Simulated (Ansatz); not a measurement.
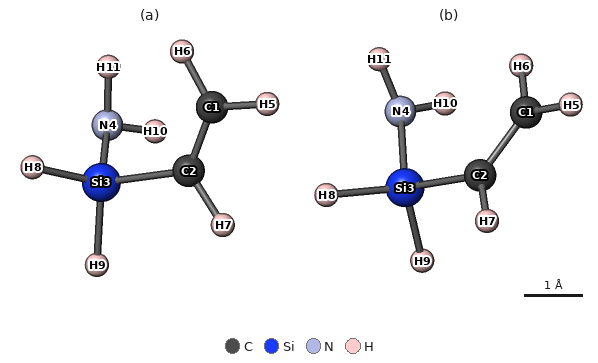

The structure of C2H7NSi (coarse preliminary run) before (left) and after (right) a relaxation, at one scale.

Style: ball-and-stick. Shown from a free direction.

The start comes from a force field.

Computed with RKS PBE-D4/def2-SVP in Ansatz. Set-up: force threshold 0.03 eV/Å; at most 200 steps.

> What changed between the two?

The atom that moves furthest after the best rigid fit is H7 (1.15 Å). By element the largest moves are H 1.15 Å, C 0.35 Å, N 0.30 Å, Si 0.13 Å. Near-neighbour distances that change, for instance: Si3–N4 1.669 → 1.746 Å, C2–Si3 1.813 → 1.886 Å, Si3–H8 1.437 → 1.507 Å, N4–H10 0.953 → 1.023 Å. Bond angles that change, for instance: Si3–N4–H11 104.4° → 119.0°, Si3–N4–H10 112.4° → 119.3°, C2–C1–H6 127.0° → 120.7°. Groups turn about C2–Si3 by about 60°. The energy falls by 86.2 kJ/mol in 13 accepted moves (15 points after the start). The largest force component goes from 4.8 to 0.029 eV/Å. The line search rejected the trial steps at points 10, 13 of the run. The forces were under the threshold at step 12, but the run went on from there.
